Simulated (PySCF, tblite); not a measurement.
# B₂F₂H₃N: dynamics, then NMR shifts on frames

Aim: move B₂F₂H₃N (`NBB(F)F`) away from its starting geometry and see how NMR shifts follow the geometry.

Programs: tblite 0.8.0 and PySCF 2.14.0, with density-fitted response routines of our own. Each step states its level of theory. These are calculated values for one molecule in the gas phase, unless marked as measured. Atoms are numbered from 0 throughout.

### Step 1. Starting geometry

8 atoms, charge 0, multiplicity 1; geometry from: GFN2-xTB.

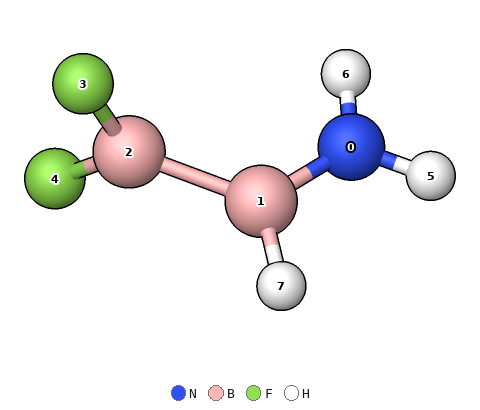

The starting geometry (nitrogen blue, boron pink, fluorine green, hydrogen white), atoms numbered.

### Step 2. Dynamics with GFN2-xTB

The job: settings as JSON, then the geometry in Å.

```
{"job": {"kind": "md", "xc": "GFN2-xTB", "basis": "xTB", "temperature": 600, "steps": 2000, "every": 50, "frames": 5}, "charge": 0, "multiplicity": 1}
N     -1.328941    -0.165013     0.201284
B     -0.197712     0.433066    -0.313768
B      1.359281    -0.118030     0.003784
F      2.116192     0.292572     1.017263
F      2.022356    -0.989356    -0.751012
H     -2.265465     0.157599     0.017067
H     -1.318853    -0.971897     0.804005
H     -0.377800     1.370472    -1.003188
```

With the program's defaults for keys left out, this is: GFN2-xTB Langevin dynamics, gas phase.

The run is started by

```bash
$ OMP_NUM_THREADS=1 python probes_run.py task.json out
```

This one command runs all jobs of the session in turn.

What it wrote:

```text
t/fs     T/K      E/eV
    0.0   468.1   -448.74516
   25.0   330.2   -448.36117
   50.0   286.0   -448.50426
   75.0   309.0   -448.45588
  100.0   450.0   -448.53951
  125.0   311.2   -448.56982
  150.0   297.3   -448.47726
  175.0   325.0   -448.55779
  200.0   292.0   -448.50196
  225.0   431.9   -448.42108
  250.0   535.5   -448.56509
  275.0   267.1   -448.46063
  300.0   349.8   -448.34329
  325.0   337.7   -448.36103
  350.0   411.6   -448.42742
  375.0   467.7   -448.45741
  400.0   840.7   -448.51344
  425.0   774.6   -448.49851
  450.0   558.4   -448.27714
  475.0   472.8   -448.24471
  500.0   621.7   -448.34155
  525.0   457.2   -448.27402
  550.0   635.5   -448.31000
  575.0   359.6   -448.25574
  600.0   642.9   -448.25715
  625.0   571.9   -448.49934
  650.0   586.7   -448.55641
  675.0   339.9   -448.36279
  700.0   390.1   -448.21017
  725.0   419.2   -448.46798
  750.0   629.0   -448.45247
  775.0   525.4   -448.34679
  800.0   470.5   -448.35767
  825.0   477.0   -448.27075
  850.0   474.1   -448.40978
  875.0   464.1   -448.29681
  900.0   580.4   -448.43419
  925.0   488.8   -448.48304
  950.0   440.9   -448.40406
  975.0   508.8   -448.49873
 1000.0   436.3   -448.25699
```

Run time: 4.6 s. Hardware: 1 thread of Intel Xeon Platinum 8488C, shared host; peak memory 0.18 GiB.

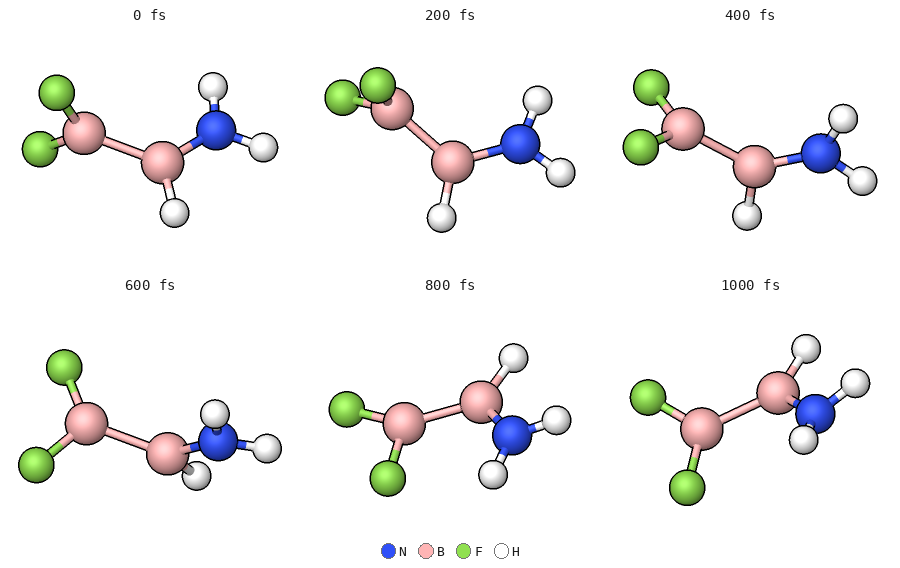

Frames of the run.

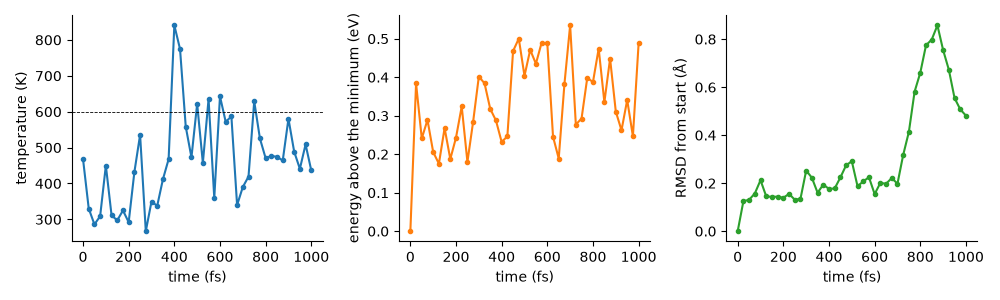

Temperature, potential energy and distance from the start.

Positions (Å) and forces (eV/Å) at 1000 fs:

```xyz
8

N    -1.828    0.112    0.758    0.142   -0.899    0.948
B    -1.295   -1.191    0.632   -0.345    0.949   -0.345
B     0.131   -1.305   -0.285   -1.109    2.533   -0.590
F     0.495   -0.254   -1.141   -0.520   -1.330    0.724
F     1.174   -1.945    0.071    1.603   -1.232    0.289
H    -2.565    0.074    1.454    0.003    0.921   -0.286
H    -1.458    1.050    0.570   -0.264   -0.962   -0.177
H    -1.914   -1.970    1.300    0.490    0.021   -0.563
```

### Step 3. NMR shieldings: 250 fs, PBE0/pcSseg-1

The job: settings as JSON, then the geometry in Å.

```
{"job": {"kind": "nmr", "xc": "PBE0", "basis": "pcSseg-1", "pop": false}, "charge": 0, "multiplicity": 1}
N     -1.505000    -0.080300    -0.370300
B     -0.162500    -0.051400    -0.836600
B      1.109600    -0.497900     0.207500
F      1.849600     0.182100     1.082800
F      1.565000    -1.755400     0.248500
H     -2.298500    -0.149400    -0.951600
H     -1.682600    -0.433800     0.576700
H     -0.059600     0.128400    -2.014700
```

Level: GIAO PBE0/pcSseg-1 NMR shielding, non-relativistic, gas phase.

What it wrote:

```text
coarse grid: 7272 points
cycle   1  E = -305.6284916549  dE =  4.017e-01  |g| = 6.588e-01  |ddm| = 2.408e+00
cycle   2  E = -305.5640424253  dE =  6.445e-02  |g| = 9.528e-01  |ddm| = 7.998e-01
cycle   3  E = -305.7018074780  dE = -1.378e-01  |g| = 5.409e-02  |ddm| = 4.679e-01
cycle   4  E = -305.7025638802  dE = -7.564e-04  |g| = 2.001e-02  |ddm| = 6.221e-02
cycle   5  E = -305.7026544222  dE = -9.054e-05  |g| = 8.897e-03  |ddm| = 1.664e-02
cycle   6  E = -305.7026691298  dE = -1.471e-05  |g| = 1.448e-03  |ddm| = 5.283e-03
cycle   7  E = -305.7026696190  dE = -4.892e-07  |g| = 1.435e-04  |ddm| = 1.245e-03
final grid: 72736 points
cycle   8  E = -305.7345793020  dE = -4.157e-05  |g| = 6.251e-03  |ddm| = 1.421e-02
cycle   9  E = -305.7345725516  dE =  6.750e-06  |g| = 8.536e-03  |ddm| = 7.782e-03
cycle  10  E = -305.7345867993  dE = -1.425e-05  |g| = 8.656e-04  |ddm| = 4.611e-03
cycle  11  E = -305.7345870032  dE = -2.039e-07  |g| = 1.374e-04  |ddm| = 8.307e-04
cycle  12  E = -305.7345870073  dE = -4.107e-09  |g| = 4.936e-05  |ddm| = 1.047e-04
cycle  13  E = -305.7345870077  dE = -3.852e-10  |g| = 1.801e-05  |ddm| = 3.402e-05
converged SCF energy = -305.7345870077

GIAO shielding tensors (ppm)
atom      isotropic    diamagn.    paramagn.     s11        s22        s33       span
  0 N      132.540     316.899    -184.359      3.537    163.393    230.690    227.153
  1 B       58.099     197.688    -139.589     19.987     25.914    128.395    108.408
  2 B       71.561     191.951    -120.390     37.104     86.898     90.680     53.576
  3 F      209.693     469.342    -259.648     16.263    265.351    347.466    331.203
  4 F      201.515     469.124    -267.609     -2.045    257.704    348.887    350.932
  5 H       27.044      30.342      -3.298     23.648     24.290     33.193      9.545
  6 H       26.604      31.110      -4.506     22.349     25.011     32.452     10.103
  7 H       26.087      29.150      -3.062     24.674     26.602     26.986      2.312
```

Run time: 4.4 s. Hardware: 1 thread of Intel Xeon Platinum 8488C, shared host; peak memory 0.44 GiB.

The references, computed at this level on geometries of the same kind, shield at (ppm): 1H TMS 31.72, 19F CFCl3 170.9, 15N NH3 267.7, 11B BF3·OEt2 100.1. Their shielding less the atom's gives the shift. The references are single molecules in the gas phase, so shifts against H2O, NH3, PH3, H3PO4 or CFCl3 are not on the usual liquid scales and can be off by tens of ppm. Each atom is listed at this fixed geometry, with no averaging over motion; a spectrum would average atoms that exchange fast.

| atoms | environment | σ (ppm) | δ (ppm) |
| --- | --- | --- | --- |
| H7 | hydrogen on a boron bonded to B, N | 26.09 | 5.63 |
| H6 | hydrogen on a nitrogen bonded to B | 26.60 | 5.11 |
| H5 | hydrogen on a nitrogen bonded to B | 27.04 | 4.67 |
| N0 | nitrogen bonded to B, 2 H | 132.5 | 135.2 |
| B1 | boron bonded to B, N, H | 58.1 | 42.0 |
| B2 | boron bonded to B, 2 F | 71.6 | 28.5 |
| F4 | fluorine bonded to B | 201.5 | -30.6 |
| F3 | fluorine bonded to B | 209.7 | -38.7 |

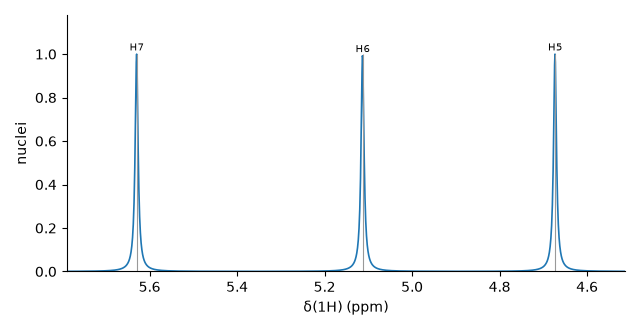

1H lines at the computed shifts, without couplings. Lines are broadened to a width of 0.01 ppm (Lorentzian).

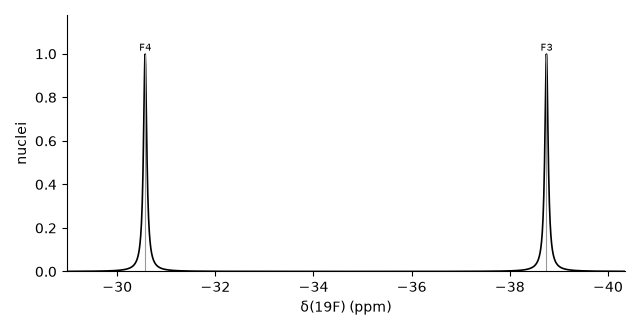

19F lines at the computed shifts, without couplings. Lines are broadened to a width of 0.08 ppm (Lorentzian).

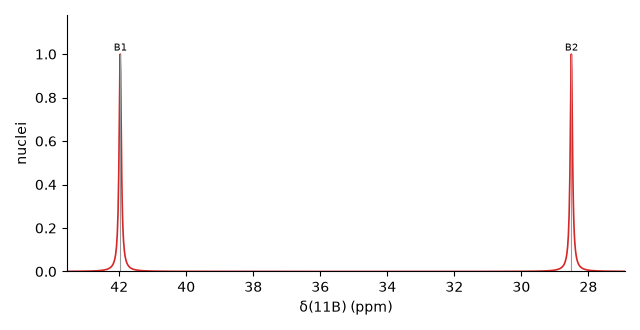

11B lines at the computed shifts, without couplings. Lines are broadened to a width of 0.08 ppm (Lorentzian).

### Step 4. NMR shieldings: 425 fs, PBE0/pcSseg-1

The job: settings as JSON, then the geometry in Å.

```
{"job": {"kind": "nmr", "xc": "PBE0", "basis": "pcSseg-1", "pop": false}, "charge": 0, "multiplicity": 1}
N     -1.746800    -0.181200    -0.363300
B     -0.543100    -0.661000    -0.949200
B      1.050900    -0.744500    -0.403800
F      1.960600     0.178700    -0.380600
F      1.568300    -1.885900     0.073800
H     -2.685800    -0.460600    -0.616400
H     -1.794800     0.293900     0.511500
H     -0.778000    -1.005200    -2.021000
```

Level: GIAO PBE0/pcSseg-1 NMR shielding, non-relativistic, gas phase.

What it wrote:

```text
coarse grid: 7272 points
cycle   1  E = -305.6271561508  dE =  4.614e-01  |g| = 6.467e-01  |ddm| = 2.455e+00
cycle   2  E = -305.5723343251  dE =  5.482e-02  |g| = 9.116e-01  |ddm| = 7.915e-01
cycle   3  E = -305.6976399793  dE = -1.253e-01  |g| = 5.826e-02  |ddm| = 4.531e-01
cycle   4  E = -305.6985049854  dE = -8.650e-04  |g| = 2.166e-02  |ddm| = 6.545e-02
cycle   5  E = -305.6985987982  dE = -9.381e-05  |g| = 9.598e-03  |ddm| = 1.666e-02
cycle   6  E = -305.6986151366  dE = -1.634e-05  |g| = 1.282e-03  |ddm| = 5.854e-03
cycle   7  E = -305.6986155147  dE = -3.781e-07  |g| = 1.464e-04  |ddm| = 1.203e-03
final grid: 72736 points
cycle   8  E = -305.7313204351  dE = -4.908e-05  |g| = 6.230e-03  |ddm| = 1.571e-02
cycle   9  E = -305.7313142819  dE =  6.153e-06  |g| = 8.367e-03  |ddm| = 8.275e-03
cycle  10  E = -305.7313281589  dE = -1.388e-05  |g| = 9.199e-04  |ddm| = 4.751e-03
cycle  11  E = -305.7313283885  dE = -2.297e-07  |g| = 1.426e-04  |ddm| = 9.262e-04
cycle  12  E = -305.7313283936  dE = -5.053e-09  |g| = 2.715e-05  |ddm| = 1.187e-04
cycle  13  E = -305.7313283937  dE = -1.472e-10  |g| = 1.291e-05  |ddm| = 3.008e-05
converged SCF energy = -305.7313283937

GIAO shielding tensors (ppm)
atom      isotropic    diamagn.    paramagn.     s11        s22        s33       span
  0 N      141.425     316.369    -174.944     23.744    164.719    235.812    212.068
  1 B       57.768     197.022    -139.254     14.306     25.822    133.175    118.869
  2 B       72.337     192.673    -120.336     40.726     85.541     90.744     50.018
  3 F      215.469     469.000    -253.531     29.550    256.513    360.346    330.796
  4 F      210.396     468.528    -258.133      8.396    270.588    352.203    343.807
  5 H       26.636      28.731      -2.095     22.820     24.546     32.542      9.721
  6 H       27.738      33.164      -5.426     23.350     25.172     34.691     11.342
  7 H       26.721      29.521      -2.799     24.824     26.929     28.411      3.587
```

Run time: 4.1 s. Hardware: 1 thread of Intel Xeon Platinum 8488C, shared host; peak memory 0.44 GiB.

Key values: δ N0 126.3, B1 42.3, B2 27.7, F4 -39.4, H5 5.08, H7 5.00 ppm.

### Step 5. Nuclear shieldings: 625 fs, PBE0/pcSseg-1

The job: settings as JSON, then the geometry in Å.

```
{"job": {"kind": "nmr", "xc": "PBE0", "basis": "pcSseg-1", "pop": false}, "charge": 0, "multiplicity": 1}
N     -1.529100     0.378300    -0.314400
B     -0.720800    -0.607700    -0.880900
B      0.868500    -0.945100    -0.824700
F      1.854900    -0.387400    -1.592500
F      1.220500    -2.080100    -0.296000
H     -2.500000     0.551800    -0.488200
H     -1.099500     1.093000     0.221900
H     -1.177500    -1.361200    -1.722800
```

Level: GIAO PBE0/pcSseg-1 NMR shielding, non-relativistic, gas phase.

What it wrote:

```text
coarse grid: 7272 points
cycle   1  E = -305.6320739298  dE =  4.780e-01  |g| = 6.378e-01  |ddm| = 2.465e+00
cycle   2  E = -305.5819577988  dE =  5.012e-02  |g| = 8.935e-01  |ddm| = 7.985e-01
cycle   3  E = -305.7006004041  dE = -1.186e-01  |g| = 6.064e-02  |ddm| = 4.515e-01
cycle   4  E = -305.7015075881  dE = -9.072e-04  |g| = 1.985e-02  |ddm| = 6.494e-02
cycle   5  E = -305.7015827931  dE = -7.520e-05  |g| = 9.098e-03  |ddm| = 1.565e-02
cycle   6  E = -305.7015955292  dE = -1.274e-05  |g| = 1.397e-03  |ddm| = 5.103e-03
cycle   7  E = -305.7015959003  dE = -3.711e-07  |g| = 1.691e-04  |ddm| = 1.106e-03
final grid: 72736 points
cycle   8  E = -305.7336403674  dE = -4.035e-05  |g| = 6.212e-03  |ddm| = 1.501e-02
cycle   9  E = -305.7336342808  dE =  6.087e-06  |g| = 8.334e-03  |ddm| = 7.670e-03
cycle  10  E = -305.7336476504  dE = -1.337e-05  |g| = 8.214e-04  |ddm| = 4.495e-03
cycle  11  E = -305.7336478279  dE = -1.776e-07  |g| = 1.376e-04  |ddm| = 8.224e-04
cycle  12  E = -305.7336478321  dE = -4.136e-09  |g| = 4.414e-05  |ddm| = 1.096e-04
cycle  13  E = -305.7336478324  dE = -2.844e-10  |g| = 2.061e-05  |ddm| = 3.516e-05
converged SCF energy = -305.7336478324

GIAO shielding tensors (ppm)
atom      isotropic    diamagn.    paramagn.     s11        s22        s33       span
  0 N      146.541     316.954    -170.413     33.083    171.104    235.436    202.354
  1 B       58.411     198.821    -140.410     15.625     29.983    129.624    113.999
  2 B       69.798     193.218    -123.419     35.036     83.979     90.380     55.345
  3 F      222.109     469.655    -247.546     37.735    283.616    344.977    307.242
  4 F      209.257     467.489    -258.232     13.370    244.332    370.069    356.700
  5 H       26.769      29.128      -2.359     23.251     23.791     33.265     10.015
  6 H       27.461      33.297      -5.836     22.808     25.594     33.981     11.173
  7 H       25.637      28.139      -2.502     23.371     26.250     27.290      3.919
```

Wall time 4.1 s (1 thread of Intel Xeon Platinum 8488C, shared host); peak memory 0.45 GiB.

Key values: δ N0 121.2, B1 41.7, B2 30.3, F4 -38.3, H7 6.08, H5 4.95 ppm.

### Step 6. NMR shieldings: 800 fs, PBE0/pcSseg-1

The job: settings as JSON, then the geometry in Å.

```
{"job": {"kind": "nmr", "xc": "PBE0", "basis": "pcSseg-1", "pop": false}, "charge": 0, "multiplicity": 1}
N     -1.015700     0.285500     0.279500
B     -0.570700    -0.986000     0.439500
B      0.864200    -1.303500    -0.248300
F      1.266800    -0.301300    -1.040500
F      1.875200    -2.211700    -0.379300
H     -1.820700     0.540600     0.763300
H     -0.577300     1.020000    -0.292500
H     -1.269800    -1.734300     1.122400
```

Method: GIAO PBE0/pcSseg-1 NMR shielding, non-relativistic, gas phase.

What it wrote:

```text
coarse grid: 7272 points
cycle   1  E = -305.6176848475  dE =  5.110e-01  |g| = 6.641e-01  |ddm| = 2.447e+00
cycle   2  E = -305.5582278866  dE =  5.946e-02  |g| = 9.467e-01  |ddm| = 9.446e-01
cycle   3  E = -305.6926098611  dE = -1.344e-01  |g| = 6.406e-02  |ddm| = 5.631e-01
cycle   4  E = -305.6936506115  dE = -1.041e-03  |g| = 1.822e-02  |ddm| = 7.083e-02
cycle   5  E = -305.6937263639  dE = -7.575e-05  |g| = 7.323e-03  |ddm| = 1.658e-02
cycle   6  E = -305.6937354461  dE = -9.082e-06  |g| = 1.814e-03  |ddm| = 4.560e-03
final grid: 72736 points
cycle   7  E = -305.7248943731  dE = -3.669e-05  |g| = 4.825e-03  |ddm| = 1.430e-02
cycle   8  E = -305.7248930083  dE =  1.365e-06  |g| = 5.714e-03  |ddm| = 6.162e-03
cycle   9  E = -305.7248979606  dE = -4.952e-06  |g| = 7.803e-04  |ddm| = 3.301e-03
cycle  10  E = -305.7248980932  dE = -1.326e-07  |g| = 1.659e-04  |ddm| = 7.280e-04
cycle  11  E = -305.7248980983  dE = -5.093e-09  |g| = 7.060e-05  |ddm| = 1.335e-04
cycle  12  E = -305.7248980992  dE = -8.292e-10  |g| = 1.585e-05  |ddm| = 4.702e-05
converged SCF energy = -305.7248980992

GIAO shielding tensors (ppm)
atom      isotropic    diamagn.    paramagn.     s11        s22        s33       span
  0 N      116.179     318.761    -202.582    -26.464    152.874    222.127    248.591
  1 B       65.591     198.897    -133.305     25.943     41.246    129.584    103.641
  2 B       72.727     193.677    -120.950     47.846     80.848     89.488     41.642
  3 F      202.426     473.636    -271.210    -15.401    253.281    369.399    384.800
  4 F      224.172     468.558    -244.386     35.023    285.157    352.335    317.312
  5 H       26.677      31.164      -4.487     22.401     24.676     32.953     10.551
  6 H       24.926      30.980      -6.053     21.178     24.311     29.290      8.112
  7 H       26.432      28.360      -1.927     25.849     26.054     27.395      1.546
```

It took 4.1 s on 1 thread of Intel Xeon Platinum 8488C, shared host; peak memory 0.45 GiB.

This run: δ N0 151.5, B1 34.5, B2 27.3, F3 -31.5, H6 6.79, H7 5.28 ppm.

### Step 7. NMR shieldings: 1000 fs, PBE0/pcSseg-1

The job: settings as JSON, then the geometry in Å.

```
{"job": {"kind": "nmr", "xc": "PBE0", "basis": "pcSseg-1", "pop": false}, "charge": 0, "multiplicity": 1}
N     -1.827800     0.112200     0.757800
B     -1.295000    -1.190600     0.632300
B      0.130800    -1.305100    -0.285200
F      0.495400    -0.254400    -1.140900
F      1.173900    -1.945400     0.071400
H     -2.564700     0.074100     1.453900
H     -1.458300     1.050100     0.570100
H     -1.914000    -1.969600     1.299600
```

Level: GIAO PBE0/pcSseg-1 NMR shielding, non-relativistic, gas phase.

What it wrote:

```text
coarse grid: 7272 points
cycle   1  E = -305.6182254875  dE =  4.142e-01  |g| = 6.523e-01  |ddm| = 2.417e+00
cycle   2  E = -305.5540250855  dE =  6.420e-02  |g| = 9.472e-01  |ddm| = 8.596e-01
cycle   3  E = -305.6902323471  dE = -1.362e-01  |g| = 6.924e-02  |ddm| = 5.114e-01
cycle   4  E = -305.6912825900  dE = -1.050e-03  |g| = 2.983e-02  |ddm| = 7.354e-02
cycle   5  E = -305.6914268658  dE = -1.443e-04  |g| = 1.097e-02  |ddm| = 1.989e-02
cycle   6  E = -305.6914481597  dE = -2.129e-05  |g| = 1.192e-03  |ddm| = 7.325e-03
cycle   7  E = -305.6914484948  dE = -3.351e-07  |g| = 2.905e-04  |ddm| = 1.281e-03
final grid: 72736 points
cycle   8  E = -305.7244527014  dE = -4.539e-05  |g| = 6.599e-03  |ddm| = 1.620e-02
cycle   9  E = -305.7244429079  dE =  9.793e-06  |g| = 9.609e-03  |ddm| = 9.099e-03
cycle  10  E = -305.7244616627  dE = -1.875e-05  |g| = 9.012e-04  |ddm| = 5.413e-03
cycle  11  E = -305.7244618812  dE = -2.185e-07  |g| = 1.829e-04  |ddm| = 9.729e-04
cycle  12  E = -305.7244618893  dE = -8.030e-09  |g| = 4.601e-05  |ddm| = 1.527e-04
cycle  13  E = -305.7244618895  dE = -2.721e-10  |g| = 2.809e-05  |ddm| = 4.400e-05
converged SCF energy = -305.7244618895

GIAO shielding tensors (ppm)
atom      isotropic    diamagn.    paramagn.     s11        s22        s33       span
  0 N      113.850     316.093    -202.243    -28.438    147.454    222.535    250.973
  1 B       59.278     199.858    -140.580     15.028     39.861    122.945    107.917
  2 B       72.996     195.928    -122.932     46.157     85.248     87.582     41.425
  3 F      215.783     474.564    -258.781     -5.664    304.902    348.111    353.774
  4 F      205.700     466.991    -261.291     13.046    235.650    368.404    355.359
  5 H       25.847      28.054      -2.207     20.441     24.790     32.309     11.868
  6 H       25.495      31.373      -5.878     22.828     23.404     30.254      7.426
  7 H       26.395      28.950      -2.555     24.789     25.976     28.420      3.630
```

Run time: 4.1 s. Hardware: 1 thread of Intel Xeon Platinum 8488C, shared host; peak memory 0.46 GiB.

In short: δ N0 153.9, B1 40.8, B2 27.1, F4 -34.8, H6 6.22, H5 5.87 ppm.

### Step 8. Comparing the runs: NMR shifts

Shifts (ppm) of some atoms, chosen among heavy atoms and hydrogens apart, with basis size and wall time:

| frame | H6 | H5 | N0 | B1 | B2 | F4 | F3 | functions | time |
| --- | --- | --- | --- | --- | --- | --- | --- | --- | --- |
| 250 fs | 5.11 | 4.67 | 135.2 | 42.0 | 28.5 | -30.6 | -38.7 | 100 | 4.4 s |
| 425 fs | 3.98 | 5.08 | 126.3 | 42.3 | 27.7 | -39.4 | -44.5 | 100 | 4.1 s |
| 625 fs | 4.26 | 4.95 | 121.2 | 41.7 | 30.3 | -38.3 | -51.2 | 100 | 4.1 s |
| 800 fs | 6.79 | 5.04 | 151.5 | 34.5 | 27.3 | -53.2 | -31.5 | 100 | 4.1 s |
| 1000 fs | 6.22 | 5.87 | 153.9 | 40.8 | 27.1 | -34.8 | -44.8 | 100 | 4.1 s |

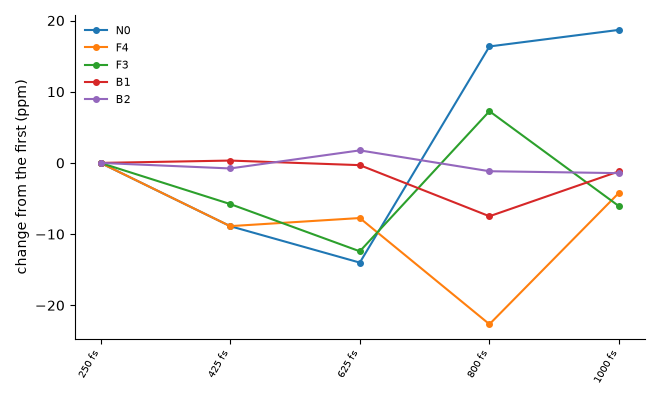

How five of the tabulated atoms move from run to run.

### Step 9. What came out

| quantity | value |
| --- | --- |
| thermostat | 600 K |
| mean temperature, second half | 501 K |
| mean potential energy above the minimum | 0.38 eV |
| 1H shifts against TMS (PBE0/pcSseg-1, 250 fs) | 5.63, 5.11, 4.67 ppm |
| 15N shifts against NH3 (PBE0/pcSseg-1, 250 fs) | 135.2 ppm |
| 11B shifts against BF3·OEt2 (PBE0/pcSseg-1, 250 fs) | 42.0, 28.5 ppm |
| 19F shifts against CFCl3 (PBE0/pcSseg-1, 250 fs) | -30.6, -38.7 ppm |
| range of the shift of N0 | 121.2 to 153.9 ppm |

What this shows: In the second half the potential energy averages 0.38 eV above the minimum; equipartition over 18 harmonic modes at 600 K would give 0.47 eV. With 8 atoms the temperature swings widely (267 to 841 K). Shifts at one fixed geometry are not the observed spectrum, which averages over the motion. In the first frame run (250 fs): The largest span, 351 ppm, is at F4, where the paramagnetic term is -268 ppm. In ppm, N0 moves most: its shift spreads over 32.7 ppm, from 121.2 (625 fs) to 153.9 (1000 fs).
